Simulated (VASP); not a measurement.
Energy against volume of InSb (zinc blende). Computed with PBE GGA with D4 dispersion, VASP's PBE PAW potentials (set 64) (plane waves; VASP 6.6.1).

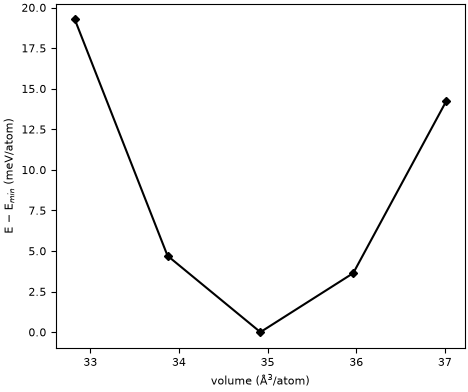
Figure. Energy against volume

Problem. Estimate the equilibrium volume and the bulk modulus.

Solution. The minimum lies near 35.0 Å³/atom, and the curvature gives B0 of about 42 GPa.

Measured: bulk modulus 46.1 GPa at 0 K (computed value off by -8.9 %), as given by Daniel Mejia-Rodriguez et al., Physical Review B (2018), arXiv:1807.09216 [0 K value with the zero-point phonon effect removed]; a 6.468 Å at 0 K (computed value off by +1.1 %), as given by Daniel Mejia-Rodriguez et al., Physical Review B (2018), arXiv:1807.09216 [static lattice: zero-point anharmonic expansion removed].

The compound is InSb in the zinc blende structure. It was relaxed first.
